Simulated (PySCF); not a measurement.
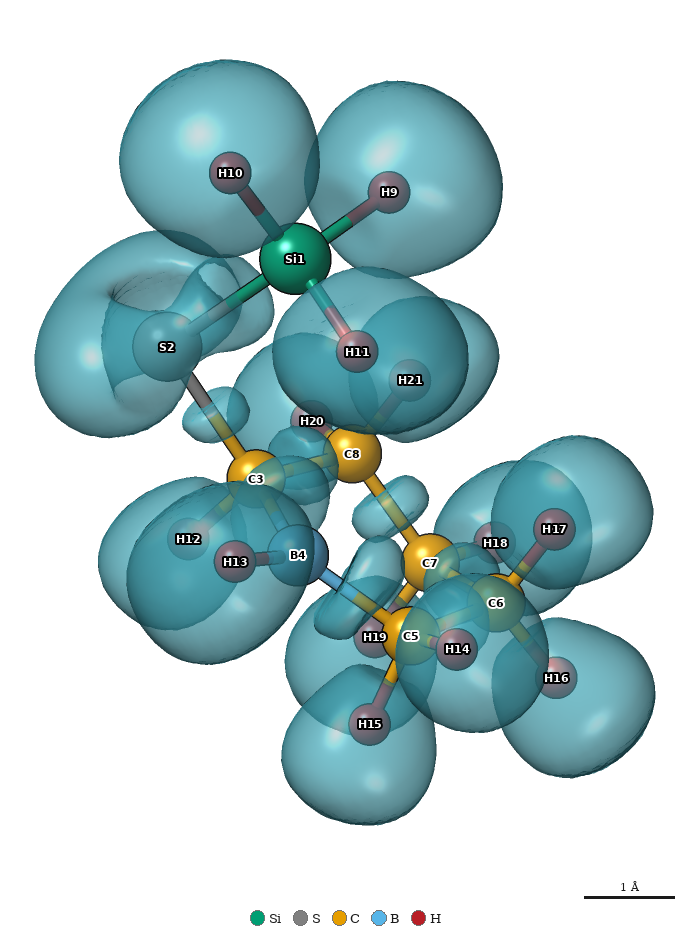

Figure. C5H13BSSi. Isosurface of the electron localisation function at 0.8 (cyan), seen at an oblique angle. Core shells and regions of very low density are left out.

Geometry: PBE0-D3(BJ)/def2-SVP.

Theory: PySCF 2.14.0, PBE0/pcSseg-1, SCF density, gas phase, non-relativistic.

```xyz
21

Si    3.2620    0.9948   -0.0957
S     2.4690   -0.0904    1.5691
C     0.7244   -0.2269    0.9980
B     0.5512   -0.9640   -0.3843
C    -0.7176   -0.6668   -1.2448
C    -1.4412    0.6447   -0.9362
C    -1.4716    0.9493    0.5586
C    -0.0684    1.0719    1.1466
H     2.9757    2.4624   -0.0566
H     4.7400    0.7988   -0.1091
H     2.6473    0.4458   -1.3489
H     0.3008   -0.9813    1.6967
H     1.3134   -1.8551   -0.6853
H    -0.5317   -0.8083   -2.3226
H    -1.3698   -1.5302   -0.9792
H    -2.4660    0.6327   -1.3420
H    -0.9241    1.4736   -1.4516
H    -2.0272    1.8830    0.7427
H    -2.0282    0.1540    1.0888
H    -0.1046    1.3770    2.2047
H     0.4640    1.8835    0.6188
```

Identify the bonds, lone pairs and shells in this picture.

Answer. The ELF exceeds this value in two regions between bonded B–C atoms (shared pairs), four regions between bonded C–C atoms (shared pairs), one region between bonded C–S atoms (shared pairs), 13 regions around hydrogen nuclei and one region on S in which the atom's valence shell and bonds are merged.

Values along the shortest contacts:
C–C (1.53 Å): the ELF peaks at about 0.95 between the atoms; a shared electron pair. C–B (1.56 Å): the ELF peaks at about 0.95 between the atoms (localised, covalent bonding).
